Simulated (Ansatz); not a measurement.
System: a (100) slab cut from W (Im-3m), of composition W5F (not the bulk's), ended by W planes, 6 atoms in the cell. Starting structure of the relaxation:

```yaml
crystal:
  lattice:
    - [3.15436, 0.00000, 0.00000]
    - [0.00000, 3.15436, 0.00000]
    - [0.00000, 0.00000, 25.30872]
  atoms:
    - { symbol: W, position: [0.50000, 0.50000, 0.33585] }
    - { symbol: W, position: [0.00000, 0.00000, 0.39817] }
    - { symbol: W, position: [0.50000, 0.50000, 0.45913] }
    - { symbol: W, position: [0.00000, 0.00000, 0.52330] }
    - { symbol: W, position: [0.50000, 0.50000, 0.57849] }
    - { symbol: F, position: [0.50000, 0.50000, 0.66542] }
```

Computed with Ansatz: DFT PBEsol, scalar-relativistic, plane waves, PAW, no spin polarisation, 9×9×1 k mesh, 420 eV cutoff.

What does the potential across the slab give for the work function?

The work function is 6.56 eV at the right face and 4.37 eV at the left. The vacuum level is 2.19 eV higher at the right than at the left, so the slab carries a dipole along its normal; the ramp in the vacuum, at or near the edge of the plot, is the dipole correction that keeps each side flat. Some atoms were held fixed in the relaxation, which can itself make the faces differ. The outermost atoms are 8.1 Å apart, which leaves 17.2 Å of vacuum in a cell 25.3 Å high.

The electron count is odd and the run has no spin polarisation, so a magnetic state may lie lower. Spin-orbit coupling is left out, which matters for W.

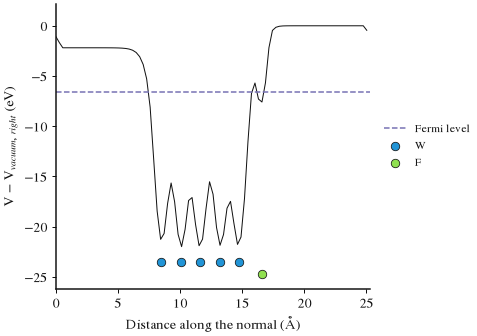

Plane-averaged electrostatic potential energy of an electron across the slab; circles at the bottom mark the heights of the atoms (positions after relaxation).
